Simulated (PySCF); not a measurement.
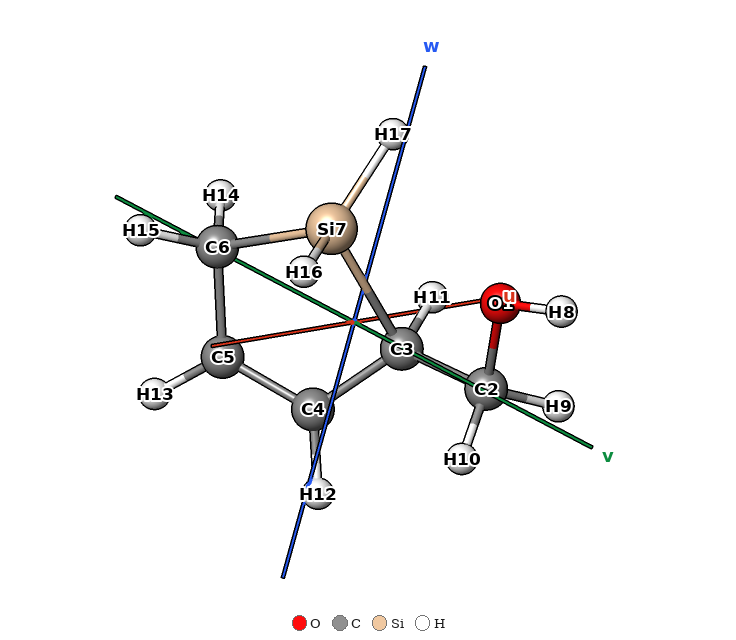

The lines u, v and w are the principal axes of the g tensor. State: charge +1, doublet. The geometry was computed by an optimisation with GFN2-xTB. No frequency run is at hand to confirm it as a minimum. Level of theory: UKS B3LYP, pcH-1 on C H O Si, non-relativistic, mean-field spin-orbit, GIAO (PySCF 2.14.0).

### Along which axis does g lie farthest from the free-electron value?

Along v (nearly parallel to the C2–C3 bond): the shift is 1561 ppm.

Give the principal values and shifts.

| axis | g | shift (ppm) |
| --- | --- | --- |
| u | 2.00135 | −973 |
| v | 2.00388 | 1561 |
| w | 2.00350 | 1177 |

The geometry is semi-empirical. Around Si such bond lengths and angles can be off by a tenth of an ångström or more and by several degrees, and values that hang on the shape move with them.
